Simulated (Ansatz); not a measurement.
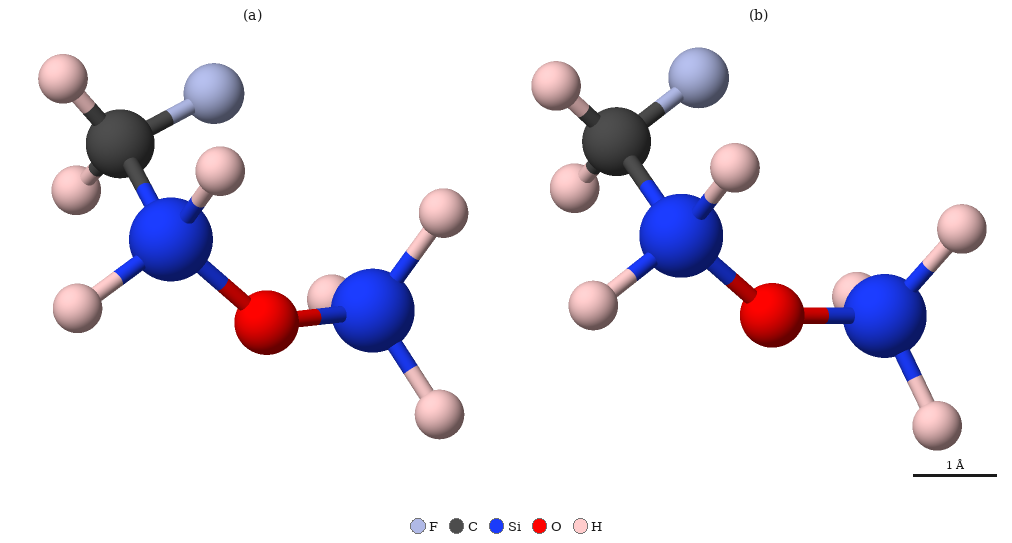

The structure of CH7FOSi2 before (left) and after (right) a relaxation, at one scale.

A ball-and-stick model, seen from a free direction.

The start comes from PBE-D4/def2-SVP.

Theory: RKS PBE0-D4/def2-TZVP in Ansatz 0.2.0. Set-up: force threshold 0.005 eV/Å; at most 150 steps.

**What changed between the two?**

The energy falls by 0.091 eV in 17 geometry steps. The largest force component goes from 0.7 to 0.003 eV/Å. The largest move after the best rigid fit is that of the F atom, 0.32 Å. By element the largest moves are F 0.32 Å, H 0.28 Å, O 0.17 Å, C 0.12 Å, Si 0.11 Å. Among the contacts that change: O–Si 1.683 → 1.640 Å, C–Si 1.907 → 1.887 Å, C–H 1.114 → 1.096 Å, H–Si 1.501 → 1.483 Å. Bond angles that change, for instance: Si–O–Si 136.8° → 144.0°, F–C–Si 106.9° → 109.3°, C–Si–O 107.8° → 109.8°.
